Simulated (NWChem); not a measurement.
# CH4FSi (SMILES FC[SiH2]): levels of theory compared

Aim: a comparison of 3 runs (UHF/STO-3G, UHF/3-21G, UB3LYP/6-31G*) of CH4FSi. 

Program for the calculation: NWChem 7.3.0.

## (1) The structure to begin with

The species is CH4FSi (7 atoms), meant as a doublet with charge 0. As SMILES, `FC[SiH2]`. The coordinates come from a GFN2-xTB relaxation. This is one conformer, not always the lowest.

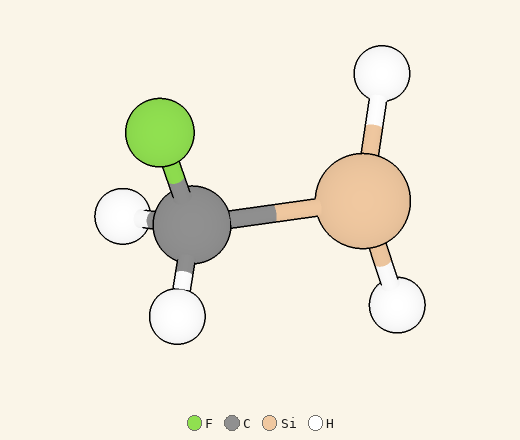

Viewed from a chosen angle; fluorine green, carbon grey, silicon light orange, hydrogen white.

## (2) Energy and forces at UHF/STO-3G (run 1)

Contents of test.xyz:

```xyz
7
CH4FSi hf
F     -1.836860    -0.025350     0.073010
C     -0.586200    -0.230660    -0.476650
Si     0.775350     0.009120     0.848120
H     -0.597080    -1.238190    -0.902400
H     -0.496440     0.488720    -1.298130
H      0.669960     1.311040     1.488860
H      2.071270    -0.314670     0.267190
```

Contents of test.nw:

```
start test
title "CH4FSi hf"
memory total 2200 mb
charge 0

geometry units angstrom noautosym nocenter noautoz
  load format xyz test.xyz
end

basis "ao basis" spherical bse
  * library STO-3G
end

scf
  nopen 1
  uhf
  thresh 1e-08
  maxiter 80
end

task scf gradient
```

The run is started by

```sh
$ nwchem test.nw > test.out
```

Standard output:

```text
[...]
  functions       =    23
[...]
  wavefunction    = UHF
[...]
         Total SCF energy =   -423.307601107629
      One electron energy =   -791.931224563327
      Two electron energy =    267.495917622247
 Nuclear repulsion energy =    101.127705833450
                       Sz =      0.5000
                 Sz(Sz+1) =      0.7500
                      S^2 =      0.7528
[...]
                         UHF ENERGY GRADIENTS
    atom               coordinates                        gradient
                 x          y          z           x          y          z
   1 F      -3.471162  -0.047905   0.137969    0.018417  -0.002708  -0.010203
   2 C      -1.107757  -0.435884  -0.900738   -0.005810  -0.009913  -0.006330
   3 Si      1.465199   0.017234   1.602714   -0.002169   0.011299  -0.002412
   4 H      -1.128318  -2.339840  -1.705289   -0.009887   0.001352   0.003585
   5 H      -0.938136   0.923547  -2.453110   -0.007663   0.002830   0.005419
   6 H       1.266041   2.477506   2.813537   -0.006131   0.010182   0.014833
   7 H       3.914133  -0.594640   0.504916    0.013243  -0.013041  -0.004893
[...]
```

Wall time 2 s (1 thread of Intel Xeon Platinum 8259CL at 2.50GHz (Skylake/Cascade Lake), shared host); peak memory 0.1 GiB.

## (3) Energy and gradient at UHF/3-21G (run 2)

Contents of ch4fsi.nw:

```
start ch4fsi
memory stack 880 mb heap 220 mb global 1100 mb
charge 0
geometry units angstrom noautosym nocenter noautoz
   F    -1.836860   -0.025350    0.073010
   C    -0.586200   -0.230660   -0.476650
   Si    0.775350    0.009120    0.848120
   H    -0.597080   -1.238190   -0.902400
   H    -0.496440    0.488720   -1.298130
   H     0.669960    1.311040    1.488860
   H     2.071270   -0.314670    0.267190
end
basis spherical bse
   F library 3-21G
   C library 3-21G
   Si library 3-21G
   H library 3-21G
end
scf
   doublet
   uhf
   thresh 1e-08
   maxiter 80
   print low
end
task scf gradient
```

The run is started by

```sh
$ nwchem ch4fsi.nw > ch4fsi.out
```

Standard output:

```text
[...]
  functions       =    39
[...]
  wavefunction    = UHF
[...]
         Total SCF energy =   -426.213736791539
      One electron energy =   -792.297620958406
      Two electron energy =    264.956178333417
 Nuclear repulsion energy =    101.127705833450
                       Sz =      0.5000
                 Sz(Sz+1) =      0.7500
                      S^2 =      0.7548
[...]
                         UHF ENERGY GRADIENTS
    atom               coordinates                        gradient
                 x          y          z           x          y          z
   1 F      -3.471162  -0.047905   0.137969    0.028623  -0.006703  -0.020794
   2 C      -1.107757  -0.435884  -0.900738   -0.009747   0.006416   0.031522
   3 Si      1.465199   0.017234   1.602714    0.008624   0.012361  -0.006447
   4 H      -1.128318  -2.339840  -1.705289   -0.007820  -0.007354  -0.001308
   5 H      -0.938136   0.923547  -2.453110   -0.005818   0.007082  -0.003534
   6 H       1.266041   2.477506   2.813537   -0.001663  -0.011084  -0.003216
   7 H       3.914133  -0.594640   0.504916   -0.012199  -0.000718   0.003777
 Task  times  cpu:        2.2s     wall:        2.2s
 Total times  cpu:        2.2s     wall:        2.2s
```

It took 2.8 s on 1 thread of Intel Xeon Platinum 8259CL at 2.50GHz (Skylake/Cascade Lake), shared host; peak memory 0.1 GiB.

## (4) Energy and gradient at UB3LYP/6-31G(d) (Cartesian functions) (run 3)

Contents of ch4fsi.nw:

```
START ch4fsi
memory 2200 mb

GEOMETRY units atomic noautosym nocenter noautoz
  F   -3.47116233  -0.04790456   0.13796890
  C   -1.10775745  -0.43588423  -0.90073796
  Si   1.46519915   0.01723430   1.60271452
  H   -1.12831767  -2.33983999  -1.70528885
  H   -0.93813564   0.92354695  -2.45311017
  H    1.26604091   2.47750654   2.81353764
  H    3.91413303  -0.59464012   0.50491592
END

BASIS "ao basis"
  F library 6-31G*
  C library 6-31G*
  Si library 6-31G*
  H library 6-31G*
END

DFT
  xc b3lyp
  mult 2
  grid xfine
  convergence energy 1e-08
  iterations 100
  mulliken
  print low
END

TASK dft gradient
```

The run is started by

```sh
$ nwchem ch4fsi.nw > ch4fsi.out
```

Standard output:

```text
[...]
 d= 0,ls=0.0,diis     1   -429.7135632447 -5.31D+02  9.33D-03  1.24D-01     5.0
[...]
 d= 0,ls=0.0,diis    10   -429.7684009507 -3.66D-09  8.38D-07  1.90D-09    39.8
[...]
         Total DFT energy =     -429.768400950685
      One electron energy =     -795.342666169155
           Coulomb energy =      302.763992466306
    Exchange-Corr. energy =      -38.317425798012
 Nuclear repulsion energy =      101.127698550177
[...]
      Total Density - Mulliken Population Analysis
     ---------------------------------------------
    Atom       Charge   Shell Charges
 -----------   ------   -------------------------------------------------------
    1 F    9     9.31   1.99  0.94  3.31  0.98  2.03  0.05
    2 C    6     6.14   1.99  0.69  2.01  0.59  0.81  0.05
    3 Si  14    13.77   2.00  1.99  5.96  1.09  1.84  0.31  0.50  0.08
    4 H    1     0.85   0.53  0.31
    5 H    1     0.84   0.53  0.31
    6 H    1     1.04   0.51  0.53
    7 H    1     1.05   0.51  0.54
[...]
      <S2> =      0.7515 (Exact =     0.7500)
                         DFT ENERGY GRADIENTS
    atom               coordinates                        gradient
                 x          y          z           x          y          z
   1 F      -3.471162  -0.047905   0.137969    0.013324  -0.003435  -0.010286
   2 C      -1.107757  -0.435884  -0.900738   -0.000329  -0.000146   0.003712
   3 Si      1.465199   0.017234   1.602715    0.013910   0.015181  -0.000637
   4 H      -1.128318  -2.339840  -1.705289   -0.006490   0.002078   0.002464
   5 H      -0.938136   0.923547  -2.453110   -0.005448  -0.000296   0.003836
   6 H       1.266041   2.477507   2.813538   -0.001883  -0.012512  -0.003441
   7 H       3.914133  -0.594640   0.504916   -0.013085  -0.000870   0.004351
 Task  times  cpu:       47.8s     wall:       47.8s
 Total times  cpu:       47.9s     wall:       47.9s
```

It took 49 s on 1 thread of Intel Xeon Platinum 8259CL at 2.50GHz (Skylake/Cascade Lake), shared host; peak memory 0.13 GiB.

## (5) Overview of the runs

| run | level | Cartesian functions | iteration cap | energy (Eh) | ⟨S²⟩ | largest force (eV/Å) | wall time |
| --- | --- | --- | --- | --- | --- | --- | --- |
| 1 | UHF/STO-3G | no | 80 | -423.307601 | 0.753 | 1.092 | 2 s |
| 2 | UHF/3-21G | no | 80 | -426.213737 | 0.755 | 1.852 | 2.8 s |
| 3 | UB3LYP/6-31G* (Cartesian functions) | yes | 100 | -429.768401 | 0.751 | 1.059 | 49 s |

## (6) Results

```
                       quantity          value
            run 3: total energy  -429.76840 Eh
                    run 3: ⟨S²⟩          0.751
run 3: largest force on an atom     1.059 eV/Å
```

In run 1 the basis is minimal, so the values are rough. All runs together took 53 s, the longest 49 s.
